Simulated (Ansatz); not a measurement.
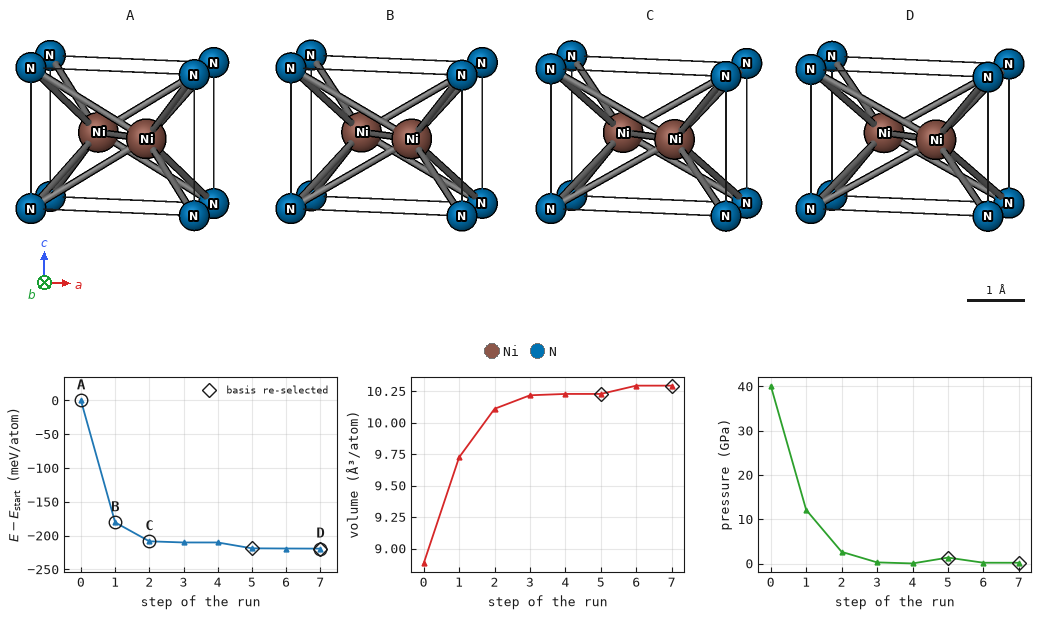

Frames of a relaxation of solid Ni2N (a generated structure, set up in P6/mmm) (coarse preliminary run), marked on the history of the run. Style: ball-and-stick. Shown: the cell of the calculation, from a free direction.

Theory: DFT PBE, scalar-relativistic, plane waves, PAW in Ansatz. Settings: plane-wave cutoff 420 eV; k-point mesh 6 × 6 × 8; occupations gaussian; smearing width 0.1 eV; collinear spin; cell and atoms relaxed; force threshold 0.04 eV/Å; at most 70 steps.

What happens along the run?

No atom moves by more than 0.005 Å relative to the cell. Cell: a = b 3.523 → 3.818 Å (+8.4 %), c 2.479 → 2.446 Å (−1.3 %). Volume +15.9 %. Among the contacts that change: Ni–Ni 2.034 → 2.204 Å, N–Ni 2.382 → 2.521 Å, Ni–Ni 2.479 → 2.446 Å. The space group stays P6/mmm (No. 191). Over 5 accepted moves (7 points after the start) the energy falls by 219 meV per atom. All forces vanish by symmetry, so only the cell relaxes. Pressure: 40.18 GPa at the start and 0.18 GPa at the end. At 2 points the geometry stayed and the basis and grid were re-selected for the new cell (energy shift of 8.7 meV per atom at most each time). From step 0 to 1: volume +9.5 %, energy −180 meV per atom. From step 1 to 2: volume +4.0 %, energy −28.0 meV per atom. From step 2 to 7: volume +1.8 %, energy −10.8 meV per atom.

| step | E − E(0), meV/atom | pressure, GPa | volume, Å³/atom | note |
| --- | --- | --- | --- | --- |
| 0 | 0.00 | 40.18 | 8.881 |  |
| 1 | -180.41 | 12.11 | 9.724 |  |
| 2 | -208.41 | 2.64 | 10.110 |  |
| 3 | -210.14 | 0.26 | 10.217 |  |
| 4 | -210.13 | 0.02 | 10.228 |  |
| 5 | -218.80 | 1.34 | 10.228 | same geometry, new basis |
| 6 | -219.07 | 0.18 | 10.294 |  |
| 7 | -219.24 | 0.18 | 10.294 | same geometry, new basis |
